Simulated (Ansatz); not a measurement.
A series of calculations on NaZnCl3

**1. Relaxation**

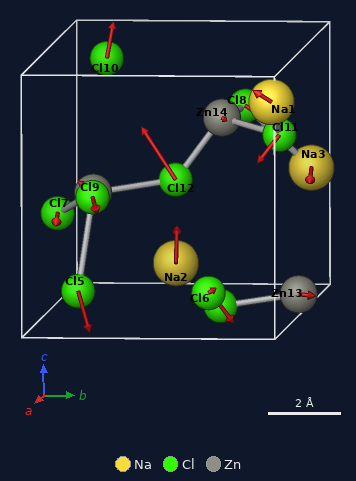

This is a relaxation of an amorphous cell of composition NaZnCl3 (coarse preliminary run). The starting structure is drawn; red arrows show the displacements (the part carried along by the change of the cell is left out), at their true length.

The picture is a ball-and-stick view of the cell of the calculation (origin shifted), seen slightly off an axis.

Case: the quenched liquid.

The calculation used DFT PBE, scalar-relativistic, plane waves, PAW (Ansatz).

The input:
```yaml
crystal:
  lattice:
    - [7.374602, 0.04957, 0.024618]
    - [0.04957, 7.307944, 0.158941]
    - [0.024618, 0.158941, 7.574409]
  atoms:
    - { symbol: Na, position: [0.6567038709, 0.5658712583, 0.8049057261] }
    - { symbol: Na, position: [0.7564249099, 0.9903603039, 0.9997243484] }
    - { symbol: Na, position: [0.6888973901, 0.5115613846, 0.3518854066] }
    - { symbol: Cl, position: [0.1924144871, 0.2620277504, 0.9296123388] }
    - { symbol: Cl, position: [0.4244775276, 0.749778924, 0.0312019802] }
    - { symbol: Cl, position: [0.656685812, 0.3153459872, 0.0762714037] }
    - { symbol: Cl, position: [0.0662051695, 0.5910600763, 0.2515024953] }
    - { symbol: Cl, position: [0.8235021812, 0.2809407594, 0.6144723198] }
    - { symbol: Cl, position: [0.6076724498, 0.8471756624, 0.428147743] }
    - { symbol: Cl, position: [0.9631728451, 0.7638959537, 0.8215167754] }
    - { symbol: Cl, position: [0.3165620432, 0.5225775376, 0.6086151022] }
    - { symbol: Cl, position: [0.1653623607, 0.0792002935, 0.4031610405] }
    - { symbol: Zn, position: [0.174570552, 0.5666977984, 0.9723354701] }
    - { symbol: Zn, position: [0.1274674898, 0.2538067426, 0.632432399] }
    - { symbol: Zn, position: [0.3116803406, 0.7849314181, 0.3824084436] }
  symmetry: { detect: false }
basis:
  ecutwfc: 420
kpoints:
  mp_grid: { grid: [1, 1, 1], shift: [0.25, 0.25, 0.25] }
hamiltonian:
  xc: pbe
scf:
  occupations: { method: gaussian, width: 0.1 }
  lower_state_search: "off"
output:
  forces: true
  stress: true
  eigenvalues: true
relax:
  adjacent_minimum: "off"
  f_tol: 0.04
  max_steps: 70
  cell: { stress_tol: 0.3 }
```

Run as
```bash
ansatz run input.yaml --threads 2 --pin off --max-ram 5120MiB --backend cpu --events-out ev --progress --plain --runs-dir out
```

**Atoms of which element are displaced furthest, and by how much?**

Chlorine: up to 1.82 Å, against 1.34 Å for sodium.

**Describe the change and its energy.**

The atom that moves furthest relative to the cell is Cl12 (1.82 Å along [−1 −3 3]). Largest moves by element: Cl 1.82 Å, Na 1.34 Å, Zn 0.57 Å. Cell: a 7.375 → 7.626 Å (+3.4 %), b 7.310 → 6.794 Å (−7.1 %), c 7.576 → 9.270 Å (+22.4 %), α 87.6° → 97.2°, β 89.6° → 86.7°, γ 89.2° → 89.4°. Volume +16.6 %. Among the contacts that change: Cl5–Zn15 2.804 → 4.890 Å, Na1–Cl9 3.464 → 5.378 Å, Na1–Cl11 2.952 → 3.915 Å, Na2–Cl9 3.539 → 2.747 Å. Bonds break: Na1–Cl11 (2.95 → 3.92 Å). Among the angles between lasting bonds that change: Cl6–Na1–Cl8 84.3° → 137.3°, Na1–Cl8–Na3 77.1° → 127.3°, Cl6–Na2–Cl10 151.1° → 107.0°. Over 19 accepted moves (22 points after the start) the energy falls by 1.307 eV per cell of the calculation. Largest force component: 0.83 eV/Å at the start, 0.034 eV/Å at the end. Pressure: 0.46 GPa at the start and 0.03 GPa at the end. The line search rejected the trial step at point 12 of the run. At 2 points the geometry stayed and the basis and grid were re-selected for the new cell (energy shift of 62.8 meV per cell of the calculation at most each time).

Limits of the set-up: the periodic images lie only 7.3 Å apart, so the values are limited by the cell's size.

**2. Dynamics**

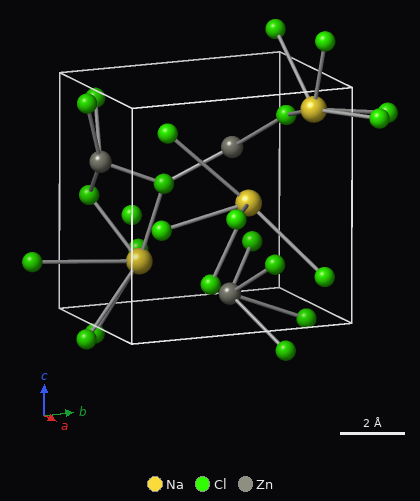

Starting frame of a dynamics run of an amorphous cell of composition NaZnCl3 (15 atoms in the cell). Style: ball-and-stick. Shown: the simulation cell, slightly off an axis. Bonds to atoms that aren't drawn are left out.

These are results of Ansatz 0.2.0, DFT PBE, scalar-relativistic, plane waves, PAW, not measurements.

The input:
```yaml
crystal:
  lattice:
    - [7.374602, 0.04957, 0.024618]
    - [0.04957, 7.307944, 0.158941]
    - [0.024618, 0.158941, 7.574409]
  atoms:
    - { symbol: Na, position: [0.9137372841, 0.5585214842, 0.536171676] }
    - { symbol: Na, position: [0.9794272738, 0.8320280111, 0.9194857208] }
    - { symbol: Na, position: [0.1253898028, 0.3221406233, 0.1910365101] }
    - { symbol: Cl, position: [0.3043893346, 0.0237563301, 0.9126624362] }
    - { symbol: Cl, position: [0.6265570931, 0.8234582432, 0.8428148573] }
    - { symbol: Cl, position: [0.7589756255, 0.438091276, 0.1772553455] }
    - { symbol: Cl, position: [0.1255860869, 0.8352970838, 0.229775811] }
    - { symbol: Cl, position: [0.9650825721, 0.1463204297, 0.4627982682] }
    - { symbol: Cl, position: [0.5879229003, 0.7867897565, 0.2047930748] }
    - { symbol: Cl, position: [0.9258715311, 0.1860241279, 0.8655598933] }
    - { symbol: Cl, position: [0.2268241656, 0.3996455158, 0.5277048963] }
    - { symbol: Cl, position: [0.5921346666, 0.1333122666, 0.4742026246] }
    - { symbol: Zn, position: [0.2783743449, 0.6926870654, 0.6654271985] }
    - { symbol: Zn, position: [0.1898542329, 0.1235953027, 0.6399155784] }
    - { symbol: Zn, position: [0.3182601387, 0.6707743636, 0.0513947901] }
  symmetry: { detect: false }
basis:
  ecutwfc: 320
  xc_grid: 1
kpoints:
  mp_grid: { grid: [1, 1, 1], shift: [0.0, 0.0, 0.0] }
hamiltonian:
  xc: pbe
scf:
  occupations: { method: fermi_dirac, width: 0.1379 }
  lower_state_search: "off"
  convergence: { dr2_threshold: 1.0e-05 }
output:
  forces: true
  stress: true
md:
  timestep: 3.0
  n_steps: 24
  ensemble: nvt_langevin
  friction: 0.03
  temperature: 1600.0
  initial_velocities: maxwell_boltzmann
  seed: 81282
```

Launched with:
```bash
ansatz run input.yaml --threads 2 --pin off --max-ram 5120MiB --backend cpu --events-out ev --progress --plain --runs-dir out
```

What does the trajectory do?

Over the second half the temperature averages 1723 K (spread ±395 K). The potential energy is still drifting at the end, so the run hasn't reached equilibrium. The potential energy in the second half lies on average 126 meV per atom below the first frame. The mean pressure there is 3.4 GPa. Root-mean-square distances from the starting positions over the second half, with the common drift of all atoms taken out: Na 0.42 Å, Cl 0.36 Å, Zn 0.30 Å. The run lasts only 72 fs, too short to tell vibration from diffusion.

Along the run (each row but the first and the last is the mean over the interval that it begins):

```json
{"time (fs)": "0.0", "potential energy (meV/atom)": "0.0", "T (K)": "1493", "p (GPa)": "3.8"}
{"time (fs)": "12.0", "potential energy (meV/atom)": "-9.6", "T (K)": "1440", "p (GPa)": "3.0"}
{"time (fs)": "24.0", "potential energy (meV/atom)": "-46.6", "T (K)": "1216", "p (GPa)": "2.4"}
{"time (fs)": "36.0", "potential energy (meV/atom)": "-84.8", "T (K)": "1208", "p (GPa)": "2.3"}
{"time (fs)": "48.0", "potential energy (meV/atom)": "-110.3", "T (K)": "1799", "p (GPa)": "3.3"}
{"time (fs)": "60.0", "potential energy (meV/atom)": "-163.5", "T (K)": "2078", "p (GPa)": "4.2"}
{"time (fs)": "72.0", "potential energy (meV/atom)": "-207.1", "T (K)": "2053", "p (GPa)": "4.3"}
```

The paths of the atoms:

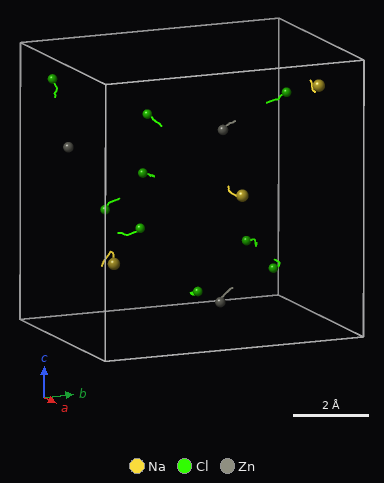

Limits of the set-up: the cutoff lies below the recommended one; the periodic images lie only 7.3 Å apart, so the values are limited by the cell's size.

The run took 22 s on 2 threads of Arm Neoverse V2, with other jobs on the host, peak memory 0.38 GiB.

**3. Dynamics**

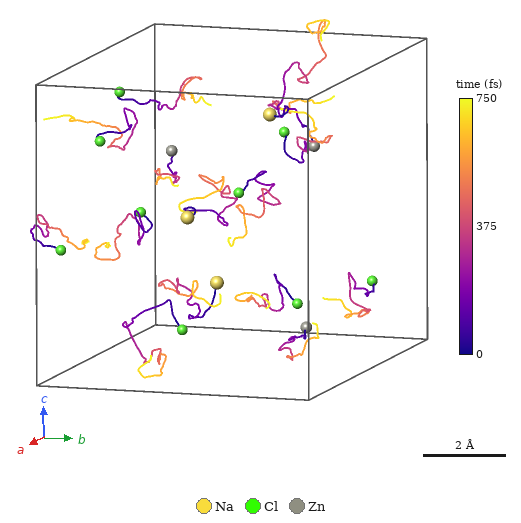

Molecular dynamics of an amorphous cell of composition NaZnCl3 (15 atoms in the cell), 750 fs long. Lines trace each atom's path, coloured by time; spheres stand at the starting positions. Seen slightly off an axis in the simulation cell.

The calculation used Ansatz, DFT PBE, scalar-relativistic, plane waves, PAW. Settings: plane-wave cutoff 420 eV; k-point mesh 1 × 1 × 1; Fermi-Dirac smearing 0.138 eV; set temperature 1600 K; time step 3 fs.

**How do the atoms move?**

Root-mean-square distances from the starting positions over the second half, with the common drift of all atoms taken out: Na 1.76 Å, Zn 1.24 Å, Cl 1.23 Å. Against the typical shortest distance between atoms in the first frame, about 2.3 Å these are large excursions, but over 750 fs one can't yet tell strong vibration from the start of diffusion. 3 of the 15 free atoms end more than three quarters of that spacing from the start. Bond changes: 2 Cl–Cl bonds form between 63 fs and 192 fs; 2 Cl–Cl bonds break between 294 fs and 747 fs.

Limits of the set-up: the periodic images lie only 7.3 Å apart, so the values are limited by the cell's size.

The run took 3.8 min on 2 threads of Arm Neoverse V2, on a shared host, peak memory 0.44 GiB.
